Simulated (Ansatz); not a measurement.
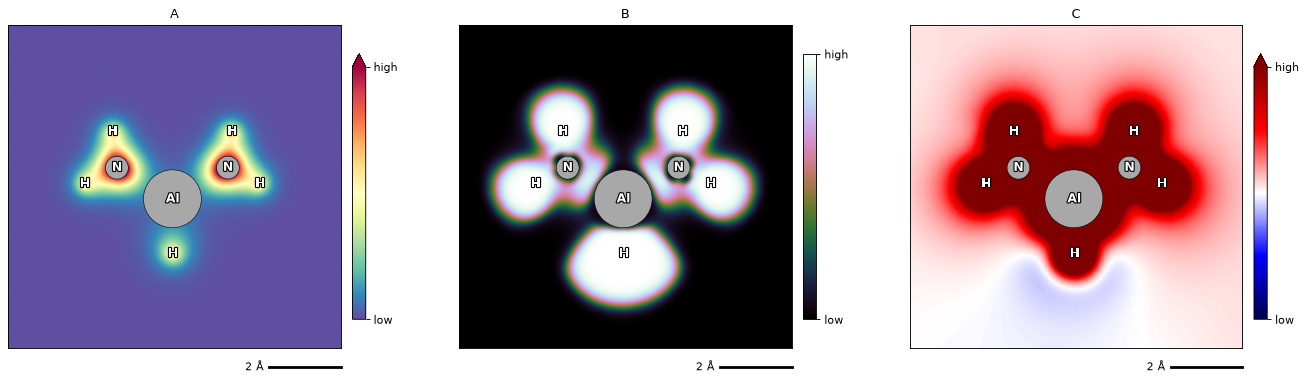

AlH5N2···H2S: 3 fields on the plane of atoms H2, Al1 and N4, with unlabelled colour scales. Grey discs cover the atomic cores.

Not at a stationary point (largest force 0.7 eV/Å).

All numbers below come from UKS B3LYP-D4/6-31G* (Ansatz 0.2.0).

```yaml
atoms:
  - { symbol: Al, position_ang: [0.2831, -0.6802, -0.0540] }
  - { symbol: H, position_ang: [1.1427, -0.1340, -1.2123] }
  - { symbol: N, position_ang: [1.0293, -0.9793, 1.5347] }
  - { symbol: N, position_ang: [-1.4235, -1.0841, -0.3683] }
  - { symbol: H, position_ang: [0.8952, 1.7763, -1.1596] }
  - { symbol: S, position_ang: [0.2978, 2.8429, -0.5682] }
  - { symbol: H, position_ang: [1.9832, -0.7267, 1.7585] }
  - { symbol: H, position_ang: [0.5523, -1.3030, 2.3661] }
  - { symbol: H, position_ang: [-2.0907, -1.4218, 0.3133] }
  - { symbol: H, position_ang: [-1.8601, -1.0180, -1.2785] }
  - { symbol: H, position_ang: [-0.8092, 2.7279, -1.3319] }
```

Q: The panels show electron density, electron localisation function and electrostatic potential in some order. Assign them.

A: Panel A: electron density. Panel B: electron localisation function. Panel C: electrostatic potential (strongly positive close to the atoms and fading to about zero outside). From the grid: Al–N (1.78 Å): the density is about 0.79 e/Å³ at the midpoint; the ELF peaks at about 0.90 in the valence shell of N, 0.7 Å from its nucleus, and is about 0.55 at the midpoint. N–H (1.01 Å): the density is about 2.8 e/Å³ at the midpoint; the ELF climbs to about 1 towards the hydrogen, as it does in any bond to H: a covalent bond by its length.
